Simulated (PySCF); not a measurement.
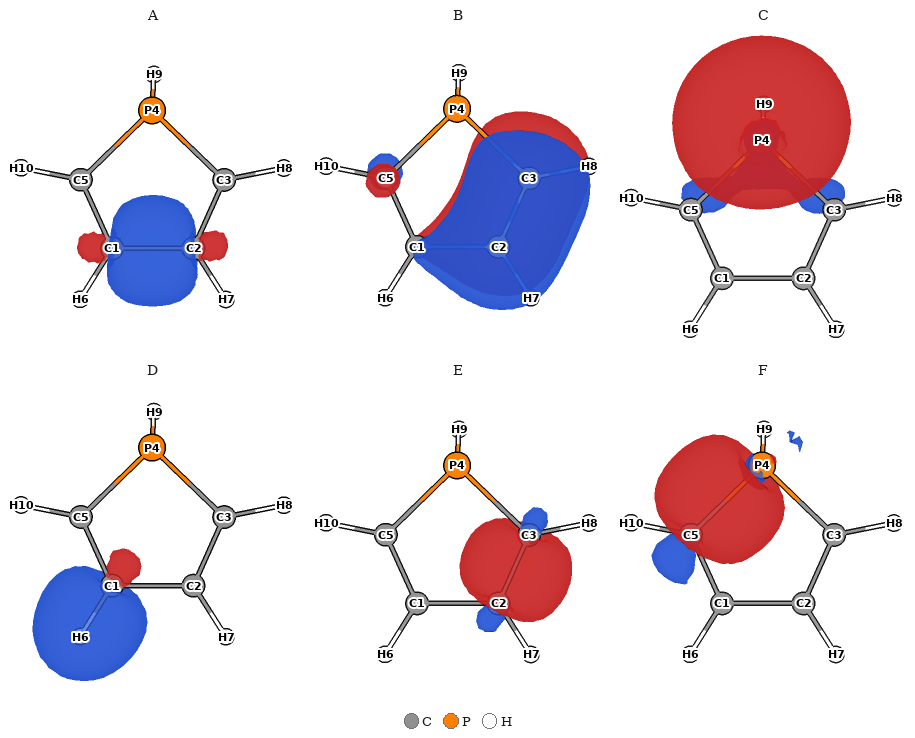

C$_{4}$H$_{5}$P, SMILES `c1cc[pH]c1`. Pipek–Mezey orbitals, occupied; each surface holds about 85 % of the orbital's density. Energies are diagonal elements of the Fock matrix.

Level of theory: ωB97X/def2-SVPD (PySCF), at a geometry from GFN2-xTB. No frequency check shows the geometry to be a minimum. GFN2-xTB bond lengths at metals and heavier atoms can be off by up to 0.1 Å and shapes distorted, which carries into these values.

Cartesian coordinates (Å):

```
C1      -1.2802   -0.7192   -0.0014
C2      -1.2803    0.7191   -0.0014
C3      -0.0501    1.2648    0.0299
P4       1.2285    0.0000   -0.1086
C5      -0.0500   -1.2647    0.0299
H6      -2.1979   -1.2863   -0.0019
H7      -2.1980    1.2861   -0.0019
H8       0.1652    2.3196    0.0270
H9       1.6012    0.0001    1.2365
H10      0.1655   -2.3196    0.0270
```

### Name the orbitals, with their atomic make-up and energies.

By panel:
- A: σ bond C1–C2 (C1 50 %, C2 50 %; −18.8 eV)
- B: π bond C3–C2 (C3 49 %, C2 47 %; −10.7 eV)
- C: lone pair on P4 (sp0.9-type) (P4 96 %; −12.5 eV)
- D: σ bond C1–H6 (C1 55 %, H6 44 %; −16.9 eV)
- E: σ bond C3–C2 (C3 50 %, C2 49 %; −20.0 eV)
- F: σ bond C5–P4 (C5 54 %, P4 45 %; −16.4 eV)

### Which has the smallest and which the largest spatial spread?

Smallest: E (0.76 Å); largest: B (1.28 Å).

### How do all the valence pairs divide up?

13 pairs: 10 σ bonds, 2 two-centre π bonds and 1 lone pair.

The PySCF run took 21 s on 1 thread of Arm Neoverse V1 (shared host), peak memory 0.59 GiB.
